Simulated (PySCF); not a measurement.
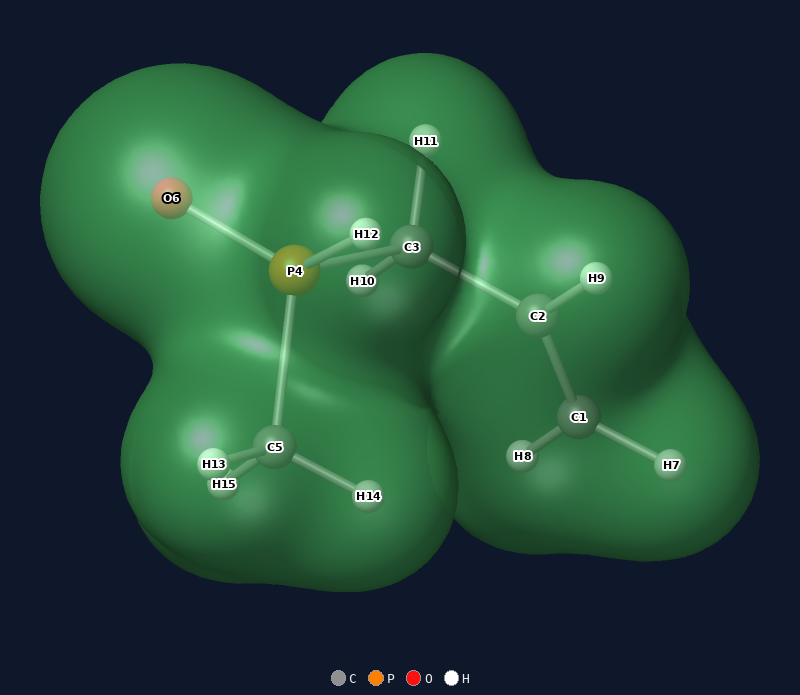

C4H9OP. Isosurface of the electron density at 0.05 e/Å³ (green), seen at a tilt.

Geometry: GFN2-xTB.

The calculation used CAM-B3LYP/def2-SVPD, SCF density, gas phase (PySCF).

```xyz
15

C    -2.0154    0.3015   -0.9608
C    -1.4751   -0.0091    0.2034
C    -0.4394   -1.0587    0.3930
P     1.1921   -0.3593    0.8658
C     1.6362    0.8491   -0.4245
O     2.2163   -1.3735    1.1245
H    -2.7537    1.0787   -1.0581
H    -1.7416   -0.2130   -1.8675
H    -1.7654    0.5223    1.1003
H    -0.2730   -1.6410   -0.5183
H    -0.7098   -1.7512    1.1965
H     0.8947    0.4405    1.9714
H     2.5507    1.3533   -0.1177
H     0.8435    1.5721   -0.5879
H     1.8354    0.2961   -1.3420
```

> What does this surface tell about the bonding?

At this value the surface is in one piece. It bridges the sampled C–C (1.32 Å), P–O (1.46 Å), C–P (1.82 Å) and C–H (1.08 Å) contacts, where the density stays above the isovalue. On the grid the lowest density along these lines, outside the cores, is 2.4 e/Å³ (C–C, 1.32 Å), 1.7 e/Å³ (P–O, 1.46 Å), 1.1 e/Å³ (C–P, 1.82 Å) and 1.9 e/Å³ (C–H, 1.08 Å).
